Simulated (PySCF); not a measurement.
**C3H5ClF4Si: density, localisation and related maps**

The calculation's input:

```
{"job": {"kind": "uv", "xc": "B3LYP", "basis": "def2-SVPD", "nstates": 8, "ntriplets": 3}, "charge": 0, "multiplicity": 1}
F      2.433399     0.241507    -1.034419
C      2.268767    -0.213171     0.241716
Cl     2.565316     1.141693     1.364597
Si     0.465532    -0.847487     0.515593
C     -0.638535     0.653716     0.111259
C     -2.075710     0.265957     0.280304
F     -2.430220    -0.752382    -0.523659
F     -2.931006     1.265097     0.016044
F     -2.350779    -0.141181     1.532388
H      3.056025    -0.948769     0.415220
H      0.354044    -1.227585     1.919919
H      0.223264    -1.928669    -0.439105
H     -0.500455     0.994089    -0.915652
H     -0.440322     1.496710     0.773652
```

Launched as:

```sh
OMP_NUM_THREADS=1 python probes_run.py task.json out
```

Geometry: GFN2-xTB.

Method: B3LYP/def2-SVPD, SCF density, gas phase in PySCF.

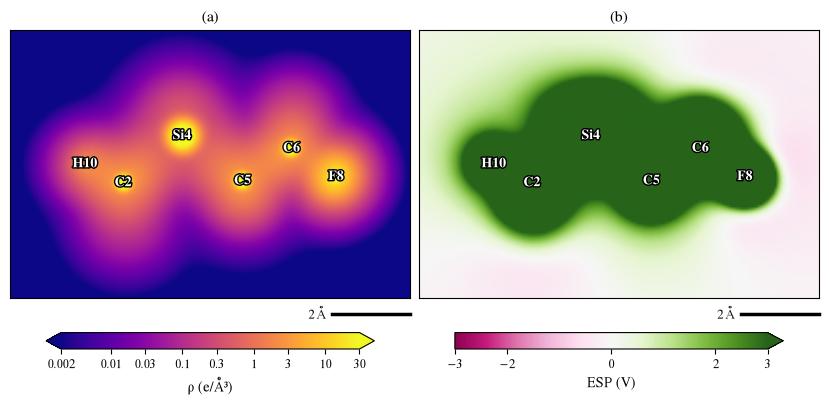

Figure 1. (a) electron density; (b) molecular electrostatic potential on the plane of atoms Si4, C2 and H10.

Q: Interpret the plot.

A:
- The plane passes through C, Si, F and H nuclei.
- C–F (1.34 Å): ρ is about 2.4 e/Å³ halfway.
- C–C (1.50 Å): ρ at the midpoint is about 1.8 e/Å³.
- C–Si (1.91 Å): ρ at the midpoint is about 0.92 e/Å³.
- C–H (1.09 Å): the density is about 2.1 e/Å³ at the midpoint.
- Outside the dense part of the molecule the potential is most negative (−0.6 V) near F8.

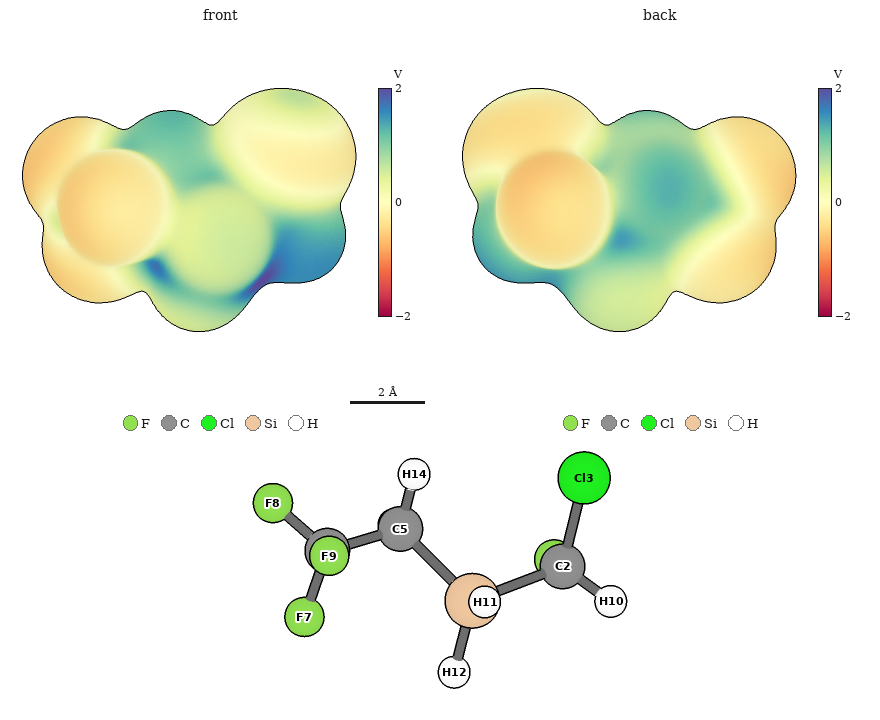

Figure 2. The molecular electrostatic potential painted on the density surface at 0.002 e/bohr³, seen from the front and from behind; the colour scale runs from red (negative) to blue (positive). The bare structure is drawn below in the same view.

Q: Describe the electrostatic potential map.

A: The most negative region (about −0.6 V) lies over F1 and F8, the most positive (about +1.9 V) over Si4. Cl3 shows a σ-hole: about +0.6 V at the tip opposite its bond, against about +0.1 V on its flanks.

Q: What dipole moment does the calculation give?

A: Its dipole moment is 1.84 D.
